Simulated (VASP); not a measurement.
Band structure of TiO2 (rutile). Computed with optB88-vdW, VASP's PBE PAW potentials (set 64) (plane waves; VASP 6.6.1).

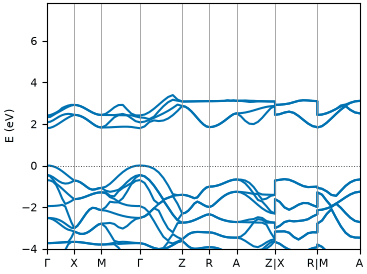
Bands along high-symmetry lines, zero at the valence-band maximum or, without a gap, the Fermi level

**Question.** Read the plot: is there a gap, and where are the band edges?

**Answer.** The gap is direct, 1.79 eV, from the valence maximum at Γ to the conduction minimum at Γ. (Edges off the drawn lines would not show.)

The compound is TiO2 in the rutile structure. It was relaxed first.
